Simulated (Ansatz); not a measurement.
# H2S (triplet): from Hartree-Fock to the top rungs at distance H1–H2 along a hydrogen transfer = 1.012 Å, cc-pVTZ

How much of the correlation energy of H2S (triplet) does each wave-function method recover here?

Computed with Ansatz 0.2.0, Gaussian basis. Level: cc-pVTZ, core rule «outside noble gas», up to 5 orbitals frozen.

Plan: UHF; CCSD(T) on ROHF; CCSD(T) on UHF; BCCD(T) on ROHF; CISD; CCSDT(Q) on ROHF; CCSDT(Q) on UHF; CASSCF and NEVPT2, 4 electrons in 4 orbitals; CASSCF and MRCISD+Q, 8 electrons in 6 orbitals; CASSCF and NEVPT2, 8 electrons in 6 orbitals.

5 further runs of the same task are left out: 4 that didn't finish, 1 set aside as unsound or not needed.

## 1. What is computed

The geometry derives from fragments relaxed apart (PBE0/def2-TZVP) and kept rigid, so it is no stationary point. A hydrogen atom is moved between rigid fragments.

3 atoms, charge 0, spin multiplicity 3.

Atoms are counted from 1 here; the program's logs count them from 0.

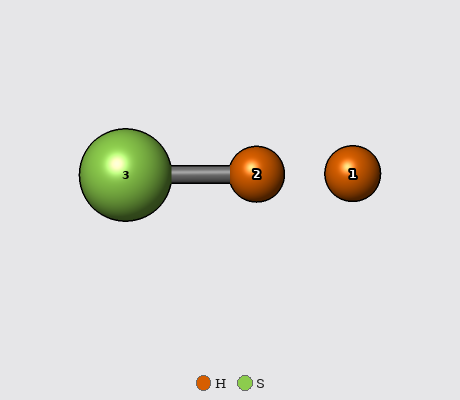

The structure; hydrogen orange, sulfur green; atoms are numbered from 1 in the order of the file.

In the tables R marks a restricted open-shell determinant and U an unrestricted one; 'pair' is the active space of 4 electrons in 4 orbitals; 'valence' is the active space of 8 electrons in 6 orbitals; energies count from the table's Hartree-Fock row.

## 2. UHF

File in.yaml:

```yaml
crystal:
  periodic: [false, false, false]
  atoms:
    - {symbol: H, position_ang: [0.000000, 0.000000, -1.134667]}
    - {symbol: H, position_ang: [0.000000, 0.000000, -0.122667]}
    - {symbol: S, position_ang: [0.000000, 0.000000, 1.257333]}
basis:
  gaussian: {orbitals: cc-pVTZ}
magnetization: {spin_polarized: true, initial_magnetization: 2}
hamiltonian: {xc: hf}
output: {orbitals: {seedname: orbitals}}
```

Run with:

```bash
> ansatz run in.yaml --threads 1 --pin off --events-out ev --progress --plain --max-ram 2393MiB
```

Log:

```text
Functional definition: HF
  name "HF"
  cite "Fock, Z. Phys. 61, 126 (1930) doi:10.1007/BF01340294"
  parent pbe
  exchange = exact_x
  correlation = 0
479 factors; their error is unknown
mean field evaluation 1: about -10845.2180 eV, gradient 7.3e0 eV
mean field evaluation 2: about -10845.7633 eV, gradient 3.2e0 eV
mean field evaluation 4: about -10845.9415 eV, gradient 5.3e-1 eV
mean field evaluation 8: about -10845.9497 eV, gradient 1.0e-1 eV
mean field evaluation 16: about -10845.8704 eV, gradient 3.8e0 eV
mean field -10846.04323139 eV, -398.5847370415 hartree, gradient 1.5e-5 eV, S^2 2.035355; 0 other end points of the search recorded, 0 dependent functions left out
reference -10846.04323139 eV, -398.5847370415 hartree; 10, 8 occupied and 52, 54 virtual orbitals, 479 factors
Total energy: -10846.04323139 eV, -398.5847370415 hartree
```

It took 0.81 s on 1 thread of Arm Neoverse V1, shared host.

From the report: ⟨S²⟩ of the determinant 2.035 (pure triplet: 2.00).

## 3. CCSD(T) on ROHF

in.yaml, as its differences from that of step 2:

```diff
@@ -8,4 +8,3 @@
   gaussian: {orbitals: cc-pVTZ}
-magnetization: {spin_polarized: true, initial_magnetization: 2}
-hamiltonian: {xc: hf}
-output: {orbitals: {seedname: orbitals}}
+magnetization: {spin_polarized: false, initial_magnetization: 2}
+correlation: {method: ccsd_t, electrons: outside_noble_gas}
```

Launched as before.

Log, cut to the lines that bear on the results:

```text
Functional definition: HF
  name "HF"
  cite "Fock, Z. Phys. 61, 126 (1930) doi:10.1007/BF01340294"
  parent pbe
[...]
347 factors; integrals over basis functions are off by at most 1.1e-3 eV
[...]
mean field -10845.72936049 eV, -398.5732024986 hartree, gradient 1.9e-6 eV, S^2 2.000000; 5 other end points of the search recorded, 0 dependent functions left out
[...]
determinant -10845.72936049 eV, -398.5732024986 hartree, with singles and doubles -10851.25562850 eV, -398.7762891020 hartree
determinant -10843.78515304 eV, -398.5017541927 hartree, with singles and doubles -10849.22092424 eV, -398.7015150999 hartree
5 core orbitals not correlated: weight in the atoms' cores, before any rotation towards them, 1.000 or more for the frozen orbitals, at most 0.000 for the correlated occupied ones
reference -10845.72936049 eV, -398.5732024986 hartree; 5, 3 occupied and 52, 54 virtual orbitals, 347 factors
second order -4.59724449 eV of doubles, -0.17059600 eV of singles
cycle   1  -5.46665788 eV  change   -2.5e-1 eV  update   1.3e-2
[...]
cycle   9  -5.47708822 eV  change    3.4e-7 eV  update   2.4e-6
perturbative correction -0.19991508 eV, -0.0073467438 hartree
Total energy: -10851.40636380 eV, -398.7818285221 hartree
```

Run time: 2 s. Hardware: 1 thread of Arm Neoverse V1, shared host.

From the report: correlation -5.6770 eV; T1 0.029; largest double amplitude 0.05.

## 4. CCSD(T) on UHF

in.yaml, as its differences from that of step 3:

```diff
@@ -8,3 +8,3 @@
   gaussian: {orbitals: cc-pVTZ}
-magnetization: {spin_polarized: false, initial_magnetization: 2}
+magnetization: {spin_polarized: true, initial_magnetization: 2}
 correlation: {method: ccsd_t, electrons: outside_noble_gas}
```

The command is unchanged.

Log, cut to the lines that bear on the results:

```text
Functional definition: HF
  name "HF"
  cite "Fock, Z. Phys. 61, 126 (1930) doi:10.1007/BF01340294"
  parent pbe
[...]
347 factors; integrals over basis functions are off by at most 1.1e-3 eV
[...]
mean field -10846.04377128 eV, -398.5847568820 hartree, gradient 8.8e-6 eV, S^2 2.035355; 3 other end points of the search recorded, 0 dependent functions left out
determinant -10846.04377128 eV, -398.5847568820 hartree, with singles and doubles -10851.25415615 eV, -398.7762349942 hartree
determinant -10843.97893430 eV, -398.5088755226 hartree, with singles and doubles -10849.22220261 eV, -398.7015620790 hartree
5 core orbitals not correlated: weight in the atoms' cores, before any rotation towards them, 1.000 or more for the frozen orbitals, at most 0.000 for the correlated occupied ones
reference -10846.04377128 eV, -398.5847568820 hartree; 5, 3 occupied and 52, 54 virtual orbitals, 347 factors
second order -4.41777268 eV of doubles, -0.00000000 eV of singles
cycle   1  -5.16157644 eV  change   -2.7e-1 eV  update   1.3e-2
[...]
cycle   8  -5.17192481 eV  change   -1.2e-6 eV  update   7.8e-6
perturbative correction -0.19029119 eV, -0.0069930723 hartree
Total energy: -10851.40598728 eV, -398.7818146854 hartree
```

It took 1.9 s on 1 thread of Arm Neoverse V1, shared host.

From the report: ⟨S²⟩ of the determinant 2.035 (pure triplet: 2.00); correlation -5.3622 eV; T1 0.016; largest double amplitude 0.05.

## 5. BCCD(T) on ROHF

in.yaml, as its differences from that of step 4:

```diff
@@ -8,3 +8,3 @@
   gaussian: {orbitals: cc-pVTZ}
-magnetization: {spin_polarized: true, initial_magnetization: 2}
-correlation: {method: ccsd_t, electrons: outside_noble_gas}
+magnetization: {spin_polarized: false, initial_magnetization: 2}
+correlation: {method: bccd_t, electrons: outside_noble_gas}
```

Launched as before.

Log, cut to the lines that bear on the results:

```text
Functional definition: HF
  name "HF"
  cite "Fock, Z. Phys. 61, 126 (1930) doi:10.1007/BF01340294"
  parent pbe
[...]
347 factors; integrals over basis functions are off by at most 1.1e-3 eV
[...]
mean field -10845.72936049 eV, -398.5732024986 hartree, gradient 1.9e-6 eV, S^2 2.000000; 5 other end points of the search recorded, 0 dependent functions left out
[...]
determinant -10845.72936049 eV, -398.5732024986 hartree, with singles and doubles -10851.25562850 eV, -398.7762891020 hartree
determinant -10843.78515304 eV, -398.5017541927 hartree, with singles and doubles -10849.22092424 eV, -398.7015150999 hartree
5 core orbitals not correlated: weight in the atoms' cores, before any rotation towards them, 1.000 or more for the frozen orbitals, at most 0.000 for the correlated occupied ones
reference -10845.72936049 eV, -398.5732024986 hartree; 5, 3 occupied and 52, 54 virtual orbitals, 347 factors
second order -4.59724449 eV of doubles, -0.17059600 eV of singles
cycle   1  -5.47731976 eV  change   -2.6e-1 eV  update   1.5e-2
[...]
cycle   9  -5.48155830 eV  change    8.9e-8 eV  update   5.2e-6
perturbative correction -0.19528334 eV, -0.0071765302 hartree
Total energy: -10851.40620213 eV, -398.7818225810 hartree
```

Wall time 2.5 s (1 thread of Arm Neoverse V1, shared host).

From the report: correlation -5.6768 eV; largest double amplitude 0.06.

## 6. CISD

in.yaml, as its differences from that of step 5:

```diff
@@ -9,2 +9,2 @@
 magnetization: {spin_polarized: false, initial_magnetization: 2}
-correlation: {method: bccd_t, electrons: outside_noble_gas}
+correlation: {active_space: {ras: {orbitals: [3, 2, 52], electrons: 8, max_holes: 2, max_particles: 2}, fixed_orbitals: true}}
```

The command is unchanged.

Log:

```text
Functional definition: HF
  name "HF"
  cite "Fock, Z. Phys. 61, 126 (1930) doi:10.1007/BF01340294"
  parent pbe
  exchange = exact_x
  correlation = 0
347 factors; integrals over basis functions are off by at most 1.1e-3 eV
mean field evaluation 1: about -10845.2648 eV, gradient 7.5e0 eV
mean field evaluation 2: about -10845.2682 eV, gradient 7.4e0 eV
mean field evaluation 4: about -10845.6905 eV, gradient 1.1e0 eV
mean field evaluation 8: about -10845.7294 eV, gradient 6.0e-3 eV
mean field evaluation 16: about -10845.7293 eV, gradient 1.2e-1 eV
mean field evaluation 32: about -10843.8969 eV, gradient 1.1e0 eV
mean field -10845.72936049 eV, -398.5732024986 hartree, gradient 1.9e-6 eV, S^2 2.000000; 5 other end points of the search recorded, 0 dependent functions left out
reference -10845.72936049 eV, -398.5732024986 hartree; 10, 8 occupied and 52, 54 virtual orbitals, 347 factors
state -10850.95574489 eV, -398.7652685827 hartree
Total energy: -10850.95574489 eV, -398.7652685827 hartree
```

Run time: 2.9 s. Hardware: 1 thread of Arm Neoverse V1, shared host.

From the report: 57,740 determinants.

## 7. CCSDT(Q) on ROHF

in.yaml, as its differences from that of step 6:

```diff
@@ -9,2 +9,2 @@
 magnetization: {spin_polarized: false, initial_magnetization: 2}
-correlation: {active_space: {ras: {orbitals: [3, 2, 52], electrons: 8, max_holes: 2, max_particles: 2}, fixed_orbitals: true}}
+correlation: {method: ccsdt_q, electrons: outside_noble_gas}
```

Same command.

Log, cut to the lines that bear on the results:

```text
Functional definition: HF
  name "HF"
  cite "Fock, Z. Phys. 61, 126 (1930) doi:10.1007/BF01340294"
  parent pbe
[...]
676 factors; integrals over basis functions are off by at most 1.9e-7 eV
[...]
mean field -10845.72936188 eV, -398.5732025497 hartree, gradient 2.1e-6 eV, S^2 2.000000; 5 other end points of the search recorded, 0 dependent functions left out
[...]
determinant -10845.72936188 eV, -398.5732025497 hartree, with singles and doubles -10851.25564553 eV, -398.7762897279 hartree
determinant -10843.78514832 eV, -398.5017540192 hartree, with singles and doubles -10849.22094221 eV, -398.7015157601 hartree
5 core orbitals not correlated: weight in the atoms' cores, before any rotation towards them, 1.000 or more for the frozen orbitals, at most 0.000 for the correlated occupied ones
reference -10845.72936188 eV, -398.5732025497 hartree; 5, 3 occupied and 52, 54 virtual orbitals, 676 factors
second order -4.59726504 eV of doubles, -0.17059605 eV of singles
cycle   1  -5.27279956 eV  change   -5.0e-1 eV  update   6.3e-2
[...]
cycle  14  -5.70072356 eV  change   -5.8e-7 eV  update   4.3e-7
perturbative correction -0.00761764 eV, -0.0002799432 hartree
Total energy: -10851.43770308 eV, -398.7829802196 hartree
```

It took 51 s on 1 thread of Arm Neoverse V1, shared host; peak memory 0.61 GiB.

From the report: correlation -5.7083 eV; T1 0.030; largest double amplitude 0.06.

## 8. CCSDT(Q) on UHF

in.yaml, as its differences from that of step 7:

```diff
@@ -8,3 +8,3 @@
   gaussian: {orbitals: cc-pVTZ}
-magnetization: {spin_polarized: false, initial_magnetization: 2}
+magnetization: {spin_polarized: true, initial_magnetization: 2}
 correlation: {method: ccsdt_q, electrons: outside_noble_gas}
```

Launched as before.

Log, cut to the lines that bear on the results:

```text
Functional definition: HF
  name "HF"
  cite "Fock, Z. Phys. 61, 126 (1930) doi:10.1007/BF01340294"
  parent pbe
[...]
676 factors; integrals over basis functions are off by at most 1.9e-7 eV
[...]
mean field -10846.04377287 eV, -398.5847569404 hartree, gradient 9.8e-6 eV, S^2 2.035355; 3 other end points of the search recorded, 0 dependent functions left out
determinant -10846.04377287 eV, -398.5847569404 hartree, with singles and doubles -10851.25417327 eV, -398.7762356233 hartree
determinant -10843.97893024 eV, -398.5088753735 hartree, with singles and doubles -10849.22222025 eV, -398.7015627273 hartree
5 core orbitals not correlated: weight in the atoms' cores, before any rotation towards them, 1.000 or more for the frozen orbitals, at most 0.000 for the correlated occupied ones
reference -10846.04377287 eV, -398.5847569404 hartree; 5, 3 occupied and 52, 54 virtual orbitals, 676 factors
second order -4.41779197 eV of doubles, -0.00000000 eV of singles
cycle   1  -4.94909624 eV  change   -5.3e-1 eV  update   6.3e-2
[...]
cycle  16  -5.38779055 eV  change    1.3e-7 eV  update   9.0e-8
perturbative correction -0.00713359 eV, -0.0002621545 hartree
Total energy: -10851.43869701 eV, -398.7830167457 hartree
```

Wall time 47 s (1 thread of Arm Neoverse V1, shared host); peak memory 0.53 GiB.

From the report: ⟨S²⟩ of the determinant 2.035 (pure triplet: 2.00); correlation -5.3949 eV; T1 0.017; largest double amplitude 0.06.

## 9. CASSCF and NEVPT2, 4 electrons in 4 orbitals

in.yaml, as its differences from that of step 8:

```diff
@@ -8,3 +8,3 @@
   gaussian: {orbitals: cc-pVTZ}
-magnetization: {spin_polarized: true, initial_magnetization: 2}
-correlation: {method: ccsdt_q, electrons: outside_noble_gas}
+magnetization: {spin_polarized: false, initial_magnetization: 2}
+correlation: {method: sc_nevpt2, electrons: outside_noble_gas, active_space: {window: {electrons: 4, orbitals: 4}}}
```

Launched as before.

Log:

```text
Functional definition: HF
  name "HF"
  cite "Fock, Z. Phys. 61, 126 (1930) doi:10.1007/BF01340294"
  parent pbe
  exchange = exact_x
  correlation = 0
347 factors; integrals over basis functions are off by at most 1.1e-3 eV
mean field evaluation 1: about -10845.2648 eV, gradient 7.5e0 eV
mean field evaluation 2: about -10845.2682 eV, gradient 7.4e0 eV
mean field evaluation 4: about -10845.6905 eV, gradient 1.1e0 eV
mean field evaluation 8: about -10845.7294 eV, gradient 6.0e-3 eV
mean field evaluation 16: about -10845.7293 eV, gradient 1.2e-1 eV
mean field evaluation 32: about -10843.8969 eV, gradient 1.1e0 eV
mean field -10845.72936049 eV, -398.5732024986 hartree, gradient 1.9e-6 eV, S^2 2.000000; 5 other end points of the search recorded, 0 dependent functions left out
reference -10845.72936049 eV, -398.5732024986 hartree; 10, 8 occupied and 52, 54 virtual orbitals, 347 factors
state -10846.35075887 eV, -398.5960384681 hartree
state -10846.35075887 eV, -398.5960384681 hartree; corrected -10850.52476211 eV, -398.7494302577 hartree
Total energy: -10850.52476211 eV, -398.7494302577 hartree
```

Wall time 1.8 s (1 thread of Arm Neoverse V1, shared host).

From the report: 18 determinants; active occupations 1.97, 1.00, 1.00, 0.03.

## 10. CASSCF and MRCISD+Q, 8 electrons in 6 orbitals

in.yaml, as its differences from that of step 9:

```diff
@@ -9,2 +9,2 @@
 magnetization: {spin_polarized: false, initial_magnetization: 2}
-correlation: {method: sc_nevpt2, electrons: outside_noble_gas, active_space: {window: {electrons: 4, orbitals: 4}}}
+correlation: {method: fic_mrcisd_q, electrons: outside_noble_gas, active_space: {window: {electrons: 8, orbitals: 6}, shells: [{species: H, l: s, shell: 1}, {species: S, l: s, shell: 3}, {species: S, l: p, shell: 3}]}}
```

Launched as before.

Log, cut to the lines that bear on the results:

```text
Functional definition: HF
  name "HF"
  cite "Fock, Z. Phys. 61, 126 (1930) doi:10.1007/BF01340294"
  parent pbe
[...]
676 factors; integrals over basis functions are off by at most 1.9e-7 eV
[...]
mean field -10845.72936188 eV, -398.5732025497 hartree, gradient 2.1e-6 eV, S^2 2.000000; 5 other end points of the search recorded, 0 dependent functions left out
reference -10845.72936188 eV, -398.5732025497 hartree; 10, 8 occupied and 52, 54 virtual orbitals, 676 factors
state -10846.43244332 eV, -398.5990403159 hartree
contracted CI cycle   1: correlation 0.00000000 eV, 0.0000000000 hartree, residual 1.87e1 eV
contracted CI cycle   2: correlation -4.42726943 eV, -0.1626991506 hartree, residual 3.43e0 eV
contracted CI cycle   3: correlation -4.59251845 eV, -0.1687719403 hartree, residual 7.42e-1 eV
contracted CI cycle   4: correlation -4.59979228 eV, -0.1690392486 hartree, residual 1.70e-1 eV
contracted CI cycle   5: correlation -4.60018484 eV, -0.1690536748 hartree, residual 4.37e-2 eV
contracted CI cycle   6: correlation -4.60020978 eV, -0.1690545913 hartree, residual 1.04e-2 eV
contracted CI cycle   7: correlation -4.60021100 eV, -0.1690546360 hartree, residual 2.44e-3 eV
contracted CI cycle   8: correlation -4.60021107 eV, -0.1690546385 hartree, residual 6.06e-4 eV
state -10846.43244332 eV, -398.5990403159 hartree; corrected -10851.38516160 eV, -398.7810493558 hartree
Total energy: -10851.38516160 eV, -398.7810493558 hartree
Checks for a lower state left out: starts, orbital_swaps
```

It took 1.9 s on 1 thread of Arm Neoverse V1, shared host.

From the report: 56 determinants; active occupations 2.00, 2.00, 1.97, 1.00, 1.00, 0.03.

## 11. CASSCF and NEVPT2, 8 electrons in 6 orbitals

File in.yaml:

```yaml
crystal:
  periodic: [false, false, false]
  atoms:
    - {symbol: H, position_ang: [0.000000, 0.000000, -1.134667]}
    - {symbol: H, position_ang: [0.000000, 0.000000, -0.122667]}
    - {symbol: S, position_ang: [0.000000, 0.000000, 1.257333]}
basis:
  gaussian: {orbitals: cc-pVTZ}
magnetization: {spin_polarized: false, initial_magnetization: 2}
correlation: {method: sc_nevpt2, electrons: outside_noble_gas, active_space: {window: {electrons: 8, orbitals: 6}, shells: [{species: H, l: s, shell: 1}, {species: S, l: s, shell: 3}, {species: S, l: p, shell: 3}]}}
```

The command is unchanged.

Log:

```text
Functional definition: HF
  name "HF"
  cite "Fock, Z. Phys. 61, 126 (1930) doi:10.1007/BF01340294"
  parent pbe
  exchange = exact_x
  correlation = 0
676 factors; integrals over basis functions are off by at most 1.9e-7 eV
mean field evaluation 1: about -10845.2649 eV, gradient 7.5e0 eV
mean field evaluation 2: about -10845.2681 eV, gradient 7.4e0 eV
mean field evaluation 4: about -10845.6905 eV, gradient 1.1e0 eV
mean field evaluation 8: about -10845.7294 eV, gradient 6.1e-3 eV
mean field evaluation 16: about -10845.7293 eV, gradient 1.2e-1 eV
mean field evaluation 32: about -10843.8969 eV, gradient 1.1e0 eV
mean field -10845.72936188 eV, -398.5732025497 hartree, gradient 2.1e-6 eV, S^2 2.000000; 5 other end points of the search recorded, 0 dependent functions left out
reference -10845.72936188 eV, -398.5732025497 hartree; 10, 8 occupied and 52, 54 virtual orbitals, 676 factors
state -10846.43244332 eV, -398.5990403159 hartree
state -10846.43244332 eV, -398.5990403159 hartree; corrected -10850.26799187 eV, -398.7399941256 hartree
Total energy: -10850.26799187 eV, -398.7399941256 hartree
Checks for a lower state left out: starts, orbital_swaps
```

Wall time 1.2 s (1 thread of Arm Neoverse V1, shared host).

From the report: 56 determinants; active occupations 2.00, 2.00, 1.97, 1.00, 1.00, 0.03.

## 12. How many determinants matter

Natural occupations of the CASSCF valence state about the gap (report; correlated orbitals 1 to 6): 2.000, 1.997, 1.969, 1.001, 1.000, 0.033. The count of effectively unpaired electrons, Σ n²(2 − n)², is 2.01; a single determinant of this spin has 2.

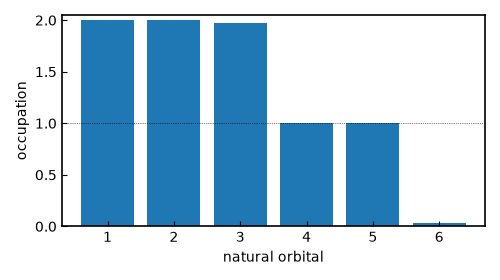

Natural occupations of the CASSCF valence state.

## 13. Misses and costs

The yardstick is UCCSDT(Q), where the cluster series has nearly closed. Rows without a time come out of other runs: HF, MP2 and CCSD of CCSD(T), CCSDT of CCSDT(Q), CASSCF and MRCISD of the multireference runs.

Differences are taken before rounding.

| method | energy from the lowest RHF (kJ/mol) | from UCCSDT(Q) (kJ/mol) | time |
| --- | --- | --- | --- |
| RHF | 0.0 | +550.9 |  |
| UHF | -30.3 | +520.5 |  |
| RMP2 | -460.0 | +90.8 |  |
| UMP2 | -456.6 | +94.3 |  |
| CISD | -504.3 | +46.6 | 2.9 s |
| RCCSD | -528.5 | +22.4 |  |
| UCCSD | -529.4 | +21.5 |  |
| RCCSD(T) | -547.7 | +3.1 | 2 s |
| UCCSD(T) | -547.7 | +3.2 | 1.9 s |
| BCCD(T) | -547.7 | +3.1 | 2.5 s |
| RCCSDT | -550.0 | +0.8 |  |
| UCCSDT | -550.2 | +0.7 |  |
| RCCSDT(Q) | -550.8 | +0.1 | 51 s |
| UCCSDT(Q) | -550.9 | 0 | 47 s |
| CASSCF pair | -60.0 | +490.9 |  |
| NEVPT2 pair | -462.7 | +88.2 | 1.8 s |
| CASSCF valence | -67.8 | +483.0 |  |
| NEVPT2 valence | -437.9 | +113.0 | 1.2 s |
| MRCISD valence | -511.7 | +39.2 |  |
| MRCISD+Q valence | -545.7 | +5.2 | 1.9 s |

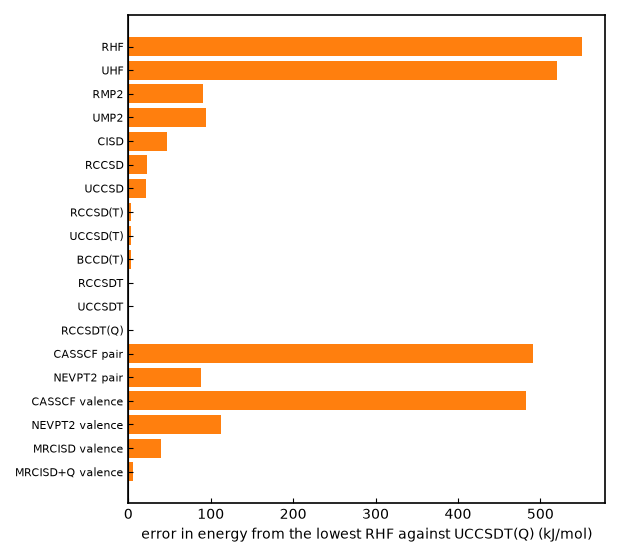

Error of each method against UCCSDT(Q).

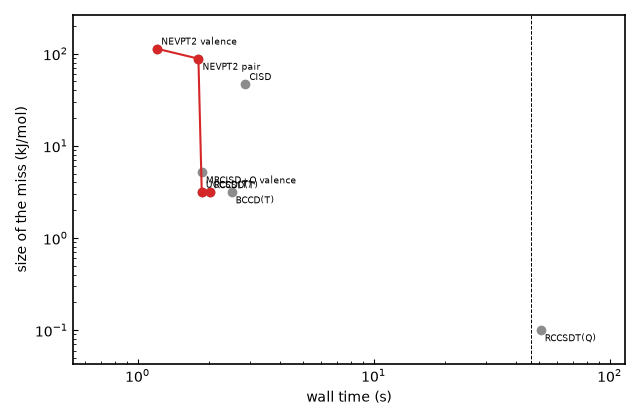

Accuracy for the time spent; red marks the levels that beat every quicker one drawn (of those quicker than the yardstick), and the dashed line is the time of UCCSDT(Q). Misses under 0.1 kJ/mol are drawn at that value. Times are from a shared host.

## 14. Summary of results

| quantity | value |
| --- | --- |
| UCCSDT(Q) below the RHF energy | -5.7093 eV |
| RMP2 from UCCSDT(Q) | +90.8 kJ/mol |
| UMP2 from UCCSDT(Q) | +94.3 kJ/mol |
| RCCSD from UCCSDT(Q) | +22.4 kJ/mol |
| RCCSD(T) from UCCSDT(Q) | +3.1 kJ/mol |
| UCCSD(T) from UCCSDT(Q) | +3.2 kJ/mol |
| RCCSDT(Q) from UCCSDT(Q) | +0.1 kJ/mol |
| NEVPT2 pair from UCCSDT(Q) | +88.2 kJ/mol |
| NEVPT2 valence from UCCSDT(Q) | +113.0 kJ/mol |
| MRCISD+Q valence from UCCSDT(Q) | +5.2 kJ/mol |
| levels within 1 kcal/mol (43 meV) | RCCSD(T), UCCSD(T), BCCD(T), RCCSDT, UCCSDT, RCCSDT(Q) |
| T1 diagnostic | 0.029 |
| effectively unpaired electrons | 2.01 |

What this shows: RCCSD(T) lands +3.1 kJ/mol from the yardstick (0.6 % of the correlation energy). One determinant dominates. Of the multireference levels listed MRCISD+Q valence comes nearest in total energy (+5.2 kJ/mol), which doesn't show that its space is the better one. These misses are within one basis, not against nature; the frozen cores of restricted and unrestricted runs differ, which can shift their rows.

RCCSD(T) reaches 3.1 kJ/mol from the reference in 2 s, where UCCSDT(Q) took 47 s; the quickest level in the cost chart, NEVPT2 valence, takes 1.2 s and misses by 113.0 kJ/mol.
